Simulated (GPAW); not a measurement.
## WS2 (P6_3/mmc): how ε∞ follows the gap

The empty bands of WS2 (P6_3/mmc) are shifted up rigidly by Δ, and ε∞ along x is computed for each shift. x, y and z are the Cartesian axes of the input cell.

Cell: a, b, c = 3.180, 3.180, 12.500 Å (primitive vectors), 6 atoms.

Method: GPAW 26.7.0, LDA, RPA, k-mesh 12×12×3, local fields up to 50 eV, Lorentzian half width 0.15 eV.

Launch of the response step: `OMP_NUM_THREADS=1 python df.py`. The series took 24.6 min in all, its band step included, on 1 thread of Arm Neoverse V1, with other jobs on the host.

| Δ (eV) | ε∞ along x |
| --- | --- |
| 0.00 | ? |
| 0.40 | 11.639 |
| 0.80 | 10.781 |
| 1.20 | 10.067 |
| 1.60 | 9.460 |
| 2.00 | 8.938 |

With one effective transition at E₀ and fixed dipole strength, ε∞ − 1 = A/(E₀ + Δ), so 1/(ε∞ − 1) is linear in Δ.

Working, on the rows shown:

| x = Δ (eV) | y = 1/(ε∞ − 1) |
| --- | --- |
| 0.4 | 0.0939938 |
| 0.8 | 0.102239 |
| 1.2 | 0.11029 |
| 1.6 | 0.118203 |
| 2 | 0.125976 |

Means: x̄ = 1.2, ȳ = 0.11014. Σ(x − x̄)(y − ȳ) = 0.03197, Σ(x − x̄)² = 1.6. Slope = 0.03197 / 1.6 = 0.01998; intercept = ȳ − slope · x̄ = 0.086162. Turned back into ε∞ along x, the line misses the rows shown by at most 0.018.

Problem. What does the fit predict for the withheld row, and how well does it do?

Solution. At x = 0 the line gives y = 0.086162, that is 12.606. The run gave 12.695, so the extrapolation is off by 0.089, 2 % of the range in the table.

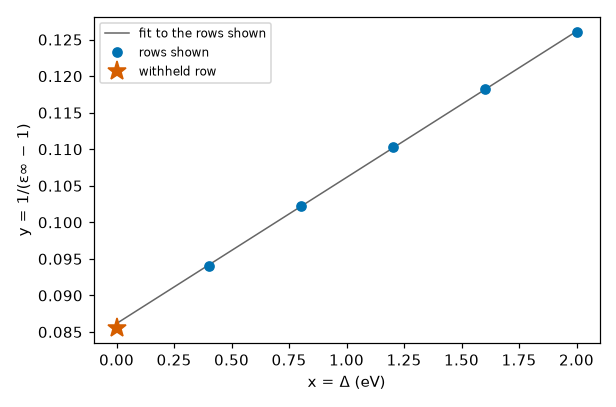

Refitted with all rows, the slope is 0.02022 and the intercept 0.085819. These give E₀ = intercept/slope = 4.2 eV, far above the least direct gap of 1.72 eV: most of the screening comes from transitions well over the edge. Over the first step ε∞ falls by 21 % per eV. The cell comes from an older database entry, whose edges can be off by a per cent or so. Excitons are left out; LDA gaps are as a rule too small. The values come from a sum over the points of one k-mesh and carry its error, which grows as the direct gap shrinks. This version of GPAW has incomplete matrix elements in the optical limit, which can lower ε − 1 by up to a tenth where first-row anions or d states rule. Spin-orbit coupling is left out.
